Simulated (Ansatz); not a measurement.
# CCSD(T)/STO-3G run of [BH2F2]− (SMILES F[BH2-]F)

Aim: the energy change on altering one bond length of [BH2F2]− at CCSD(T)/STO-3G, from 2 runs. 

The calculation is run with Ansatz 0.2.0.

2 further runs of the same task are left out: 1 that didn't finish, 1 set aside as unsound or not needed.

## (1) The molecule

The species is [BH2F2]− (5 atoms), meant as a singlet with charge -1. SMILES: `F[BH2-]F`. Geometry: relaxed at GFN2-xTB.

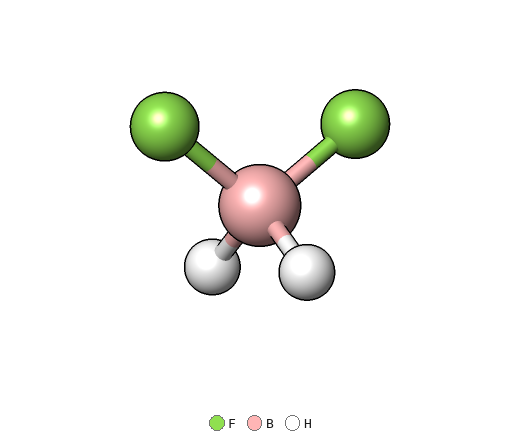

The structure, seen from a chosen angle (fluorine green, boron pink, hydrogen white).

## (2) A single-point energy at CCSD(T)/STO-3G

job.yaml

```yaml
crystal:
  periodic: [false, false, false]
  atoms:
    - {symbol: F, position_ang: [-1.176970, 0.624500, 0.383180]}
    - {symbol: B, position_ang: [0.033530, 0.014270, -0.056090]}
    - {symbol: F, position_ang: [0.407580, -0.947330, 0.926670]}
    - {symbol: H, position_ang: [-0.171950, -0.560090, -1.118950]}
    - {symbol: H, position_ang: [0.907810, 0.868650, -0.134810]}
basis:
  gaussian: {orbitals: STO-3G}
total_charge: -1
correlation: {method: ccsd_t, frozen_orbitals: {B: 1, F: 1, H: 0}}
accuracy: high
scf: {omitted_lower_state_checks: [cluster_reference, increment]}
```

Run with:

```console
ansatz run job.yaml --threads 1 --pin off --max-ram 2610MiB --events-out events.jsonl --progress --plain --runs-dir runs
```

The log of the run, shortened:

```text
Warning: RAYON_NUM_THREADS=1 ignored (pool sized by the plan → 1); use --threads N
Functional definition: HF
  name "HF"
[...]
297 factors; integrals over basis functions are off by at most 3.2e-8 eV
[...]
mean field -6028.91689657 eV, -221.5586094023 hartree, gradient 1.2e-8 eV, S^2 0.000000; 0 other end points of the search recorded, 0 dependent functions left out
3 core orbitals not correlated: weight in the atoms' cores, before any rotation towards them, 1.000 or more for the frozen orbitals, at most 0.000 for the correlated occupied ones
reference -6028.91689657 eV, -221.5586094023 hartree; 10, 10 occupied and 4, 4 virtual orbitals, 297 factors
second order -1.70045680 eV of doubles, -0.00000000 eV of singles
cycle   1  -2.02450851 eV  change   -3.2e-1 eV  update   5.2e-2
[...]
cycle  16  -2.21741670 eV  change  -1.2e-11 eV  update  9.9e-10
perturbative correction -0.05735345 eV, -0.0021077003 hartree
Total energy: -6031.19166672 eV, -221.6422056632 hartree
Checks for a lower state left out: cluster_reference, increment
```

Run time: 0.14 s. Hardware: 1 thread of Arm Neoverse V1, shared host.

## (3) The distorted shape

run.yaml

```yaml
crystal:
  periodic: [false, false, false]
  atoms:
    - {symbol: F, position_ang: [-1.125607, 0.768071, 0.648860]}
    - {symbol: B, position_ang: [0.084893, 0.157841, 0.209590]}
    - {symbol: F, position_ang: [0.458943, -0.803759, 1.192350]}
    - {symbol: H, position_ang: [-0.171950, -0.560090, -1.118950]}
    - {symbol: H, position_ang: [0.959173, 1.012221, 0.130870]}
basis:
  gaussian:
    orbitals: STO-3G
scf:
  omitted_lower_state_checks: [cluster_reference, increment]
total_charge: -1
correlation:
  method: ccsd_t
  frozen_orbitals: {B: 1, F: 1, H: 0}
accuracy: high
```

Run with:

```console
ansatz run run.yaml --threads 1 --pin off --max-ram 2610MiB --events-out events.jsonl --progress --plain --runs-dir runs
```

The log of the run, shortened:

```text
Warning: RAYON_NUM_THREADS=1 ignored (pool sized by the plan → 1); use --threads N
Functional definition: HF
  name "HF"
[...]
297 factors; integrals over basis functions are off by at most 3.7e-8 eV
[...]
mean field -6027.90921473 eV, -221.5215777775 hartree, gradient 2.2e-8 eV, S^2 0.000000; 0 other end points of the search recorded, 0 dependent functions left out
3 core orbitals not correlated: weight in the atoms' cores, before any rotation towards them, 1.000 or more for the frozen orbitals, at most 0.000 for the correlated occupied ones
reference -6027.90921473 eV, -221.5215777775 hartree; 10, 10 occupied and 4, 4 virtual orbitals, 297 factors
second order -1.90971704 eV of doubles, -0.00000000 eV of singles
cycle   1  -2.27407808 eV  change   -3.6e-1 eV  update   6.1e-2
[...]
cycle  17  -2.50792934 eV  change    1.4e-9 eV  update   1.5e-9
perturbative correction -0.07225054 eV, -0.0026551584 hartree
Total energy: -6030.48939461 eV, -221.6163976392 hartree
Checks for a lower state left out: cluster_reference, increment
```

Run time: 0.14 s. Hardware: 1 thread of Arm Neoverse V1, shared host.

## (4) What came out

Level: CCSD(T)/STO-3G, 3 core orbitals frozen.

| quantity | value |
| --- | --- |
| first shape: total energy | -221.64221 Eh |
| first shape: correlation energy (3 core orbitals frozen) | -83.6 mEh |
| first shape: (T) correction | -2.11 mEh |
| first shape: T1 diagnostic | 0.007 |
| distorted shape: total energy | -221.61640 Eh |
| distorted shape: correlation energy (3 core orbitals frozen) | -94.8 mEh |
| distorted shape: (T) correction | -2.66 mEh |
| distorted shape: T1 diagnostic | 0.008 |
| energy change with the B2–H4 bond stretched from 1.225 to 1.532 Å | 0.702 eV |

With the B2–H4 bond stretched from 1.225 to 1.532 Å the energy rises by 0.70 eV (67.8 kJ/mol). The first shape isn't relaxed at this level, so the change isn't measured from a minimum. The minimal basis adds a large error of its own. The triples (first shape) make up 2.5 % of the correlation energy. The triples (distorted shape) make up 2.8 % of the correlation energy.
